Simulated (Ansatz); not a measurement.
# OH (SMILES [OH]): levels of theory compared

We compute a comparison of 6 runs (UB2PLYP/3-21G, U-r2SCAN/cc-pVDZ, U-wB97M-V/cc-pVDZ, USVWN5/cc-pVDZ, UMP2/cc-pVDZ, UCCSD/cc-pVDZ) of OH. 

Program for the calculation: Ansatz 0.2.0.

60 further runs of the same task are left out: 60 set aside as unsound or not needed.

### Step 1. The molecule

OH: 2 atoms, total charge 0, spin state doublet. SMILES: `[OH]`. The H2–O1 distance was set to 1.946 Å, away from the relaxed value.

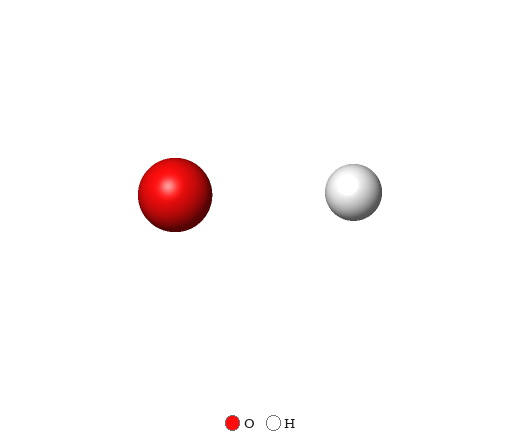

The structure, seen from a chosen angle (oxygen red, hydrogen white).

### Step 2. The energy at UB2PLYP/3-21G (run 1)

The input, in.yaml:

```yaml
crystal:
  periodic: [false, false, false]
  atoms:
    - {symbol: O, position_ang: [1.247604, -0.399438, 0.643631]}
    - {symbol: H, position_ang: [-0.415880, 0.133150, -0.214550]}
basis:
  gaussian: {orbitals: 3-21G.json}
total_charge: 0
magnetization: {spin_polarized: true, initial_magnetization: 1}
hamiltonian: {xc: {name: B2PLYP}}
correlation: {frozen_orbitals: {H: 0, O: 1}}
accuracy: high
```

The basis set 3-21G is read from a file made from the Basis Set Exchange's data (not shown).

Command:

```console
$ ansatz run in.yaml --threads 1 --pin off --max-ram 3480MiB --events-out events.jsonl --progress --plain --runs-dir runs
```

The log of the run:

```text
Warning: RAYON_NUM_THREADS=1 ignored (pool sized by the plan → 1); use --threads N
Functional definition: B2PLYP
  name "B2PLYP"
  parameter a = 0.53
  parameter c = 0.27
  exchange = (1 - a)*b88_x + a*exact_x
  correlation = (1 - c)*lyp_c + c*(mp2_os + mp2_ss)
147 factors; integrals over basis functions are off by at most 5.5e-9 eV
mean field evaluation 1: about -2038.6885 eV, gradient 1.9e1 eV
mean field evaluation 2: about -2038.6884 eV, gradient 1.9e1 eV
mean field evaluation 4: about -2041.8059 eV, gradient 5.1e0 eV
mean field evaluation 8: about -2041.6743 eV, gradient 1.9e0 eV
mean field evaluation 16: about -2043.1670 eV, gradient 2.3e-8 eV
mean field evaluation 32: about -2043.1670 eV, gradient 2.5e-5 eV
mean field evaluation 64: about -2041.7524 eV, gradient 6.2e-5 eV
mean field -2043.16700949 eV, -75.0850026904 hartree, gradient 1.7e-8 eV, S^2 1.550768; 6 other end points of the search recorded, 0 dependent functions left out
1 core orbitals not correlated: weight in the atoms' cores, before any rotation towards them, 1.000 or more for the frozen orbitals, at most 0.000 for the correlated occupied ones
reference -2043.16701906 eV, -75.0850030423 hartree; 4, 3 occupied and 6, 7 virtual orbitals, 147 factors
second order -1.80395057 eV of doubles, -0.00000000 eV of singles
Total energy: -2043.65408572 eV, -75.1029024117 hartree
```

Wall time 1.3 s (1 thread of Arm Neoverse V1, shared host).

### Step 3. A single-point energy at U-r2SCAN/cc-pVDZ (run 2)

The input, input.yaml:

```yaml
crystal:
  periodic: [false, false, false]
  atoms:
    - {symbol: O, position_ang: [1.247604, -0.399438, 0.643631]}
    - {symbol: H, position_ang: [-0.415880, 0.133150, -0.214550]}
basis:
  gaussian: {orbitals: cc-pVDZ}
magnetization: {spin_polarized: true, initial_magnetization: 1}
hamiltonian: {xc: {name: r2SCAN}}
accuracy: high
```

Command:

```console
$ ansatz run input.yaml --threads 1 --pin off --max-ram 3480MiB --events-out events.jsonl --progress --plain --runs-dir runs
```

The log of the run:

```text
Warning: RAYON_NUM_THREADS=1 ignored (pool sized by the plan → 1); use --threads N
Functional definition: r2SCAN
  name "r2SCAN"
  parameter k0 = 0.174
  parameter k1 = 0.065
  parameter a1 = 4.9479
  exchange = r2scan_x(k0 = k0, k1 = k1, a1 = a1)
  correlation = r2scan_c
295 factors; integrals over basis functions are off by at most 2.6e-9 eV
mean field evaluation 1: about -2051.4257 eV, gradient 2.5e1 eV
mean field evaluation 2: about -2033.6218 eV, gradient 5.4e1 eV
mean field evaluation 4: about -2055.6016 eV, gradient 5.0e0 eV
mean field evaluation 8: about -2055.9840 eV, gradient 2.8e-1 eV
mean field evaluation 16: about -2055.9859 eV, gradient 3.0e-5 eV
mean field evaluation 32: about -2055.9859 eV, gradient 5.5e-4 eV
mean field -2055.98590248 eV, -75.5560883190 hartree, gradient 1.9e-8 eV, S^2 1.359691; 4 other end points of the search recorded, 0 dependent functions left out
reference -2055.98590346 eV, -75.5560883549 hartree; 5, 4 occupied and 14, 15 virtual orbitals, 295 factors
Total energy: -2055.98590346 eV, -75.5560883549 hartree
```

Wall time 2.8 s (1 thread of Arm Neoverse V1, shared host); peak memory 0.11 GiB.

Runs 3 to 5 aren't shown in full; the table further down has their settings and results.

### Step 4. The energy at UCCSD/cc-pVDZ (run 6)

The input, in.yaml:

```yaml
crystal:
  periodic: [false, false, false]
  atoms:
    - {symbol: O, position_ang: [1.247604, -0.399438, 0.643631]}
    - {symbol: H, position_ang: [-0.415880, 0.133150, -0.214550]}
basis:
  gaussian:
    orbitals: cc-pVDZ
accuracy: high
scf:
  omitted_lower_state_checks: [cluster_reference, increment]
magnetization:
  spin_polarized: true
  initial_magnetization: 1
correlation:
  method: ccsd
  frozen_orbitals: {H: 0, O: 1}
```

Command:

```console
$ ansatz run in.yaml --threads 1 --pin off --max-ram 3480MiB --events-out events.jsonl --progress --plain --runs-dir runs
```

The log of the run:

```text
Warning: RAYON_NUM_THREADS=1 ignored (pool sized by the plan → 1); use --threads N
[... 17 lines left out ...]
1 core orbitals not correlated: weight in the atoms' cores, before any rotation towards them, 1.000 or more for the frozen orbitals, at most 0.000 for the correlated occupied ones
[... 33 lines left out ...]
Total energy: -2052.29347555 eV, -75.4203941318 hartree
Checks for a lower state left out: cluster_reference, increment
```

Run time: 0.44 s. Hardware: 1 thread of Arm Neoverse V1, shared host.

### Step 5. The series

```csv
run,level,frozen core orbitals,energy (Eh),⟨S²⟩,wall time
1,UB2PLYP/3-21G,1,-75.102902,1.551,1.3 s
2,U-r2SCAN/cc-pVDZ,–,-75.556088,1.360,2.8 s
3,U-wB97M-V/cc-pVDZ,–,-75.559726,1.407,7.8 s
4,USVWN5/cc-pVDZ,–,-75.014833,1.091,0.68 s
5,UMP2/cc-pVDZ,1,-75.399030,1.653,0.24 s
6,UCCSD/cc-pVDZ,1,-75.420394,1.653,0.44 s
```

### Step 6. Summary of results

```
                                         quantity         value
                              run 6: total energy  -75.42039 Eh
run 6: correlation energy (1 core orbital frozen)    -127.6 mEh
         run 6: ⟨S²⟩ of the reference determinant         1.653
                             run 6: T1 diagnostic         0.045
```

What this shows: Totals of different functionals can't be ranked against each other. Spin contamination of the reference: run 5 ⟨S²⟩ = 1.65, run 6 ⟨S²⟩ = 1.65, run 1 ⟨S²⟩ = 1.55, run 3 ⟨S²⟩ = 1.41, run 2 ⟨S²⟩ = 1.36, run 4 ⟨S²⟩ = 1.09. Where it is this large, the reference is a mixture of spin states, and values that rest on it are in doubt. All runs together took 13 s, the longest 7.8 s.
